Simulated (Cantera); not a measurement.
Feed: 1 mol SF₆, 0.11 mol SO₂, 6.4 mol H₂, equilibrated at 86.0 Pa.

Method: chemical equilibrium by Gibbs-energy minimisation in Cantera with the NASA 1993 tables (ideal gas, pure condensed phases). Candidate condensed phases: H₂O, H₂SO₄, S; 43 gas species. Equilibrium is a limit: real reactors are often held back by kinetics, nucleation or transport.

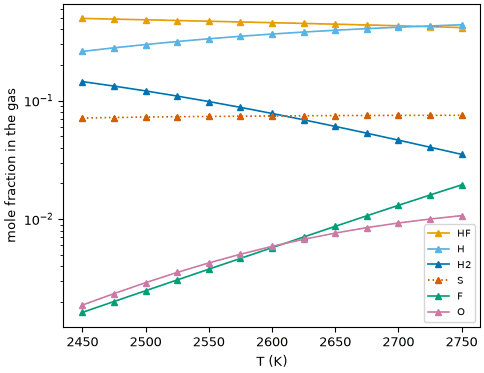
Figure. Equilibrium gas composition (values under 1e-9 drawn at 1e-9)

Q: Read off the mole fractions at 2700 K.

A: HF about 0.43, H about 0.42, S about 0.075, H₂ about 0.046, F about 0.013, O about 0.0093.
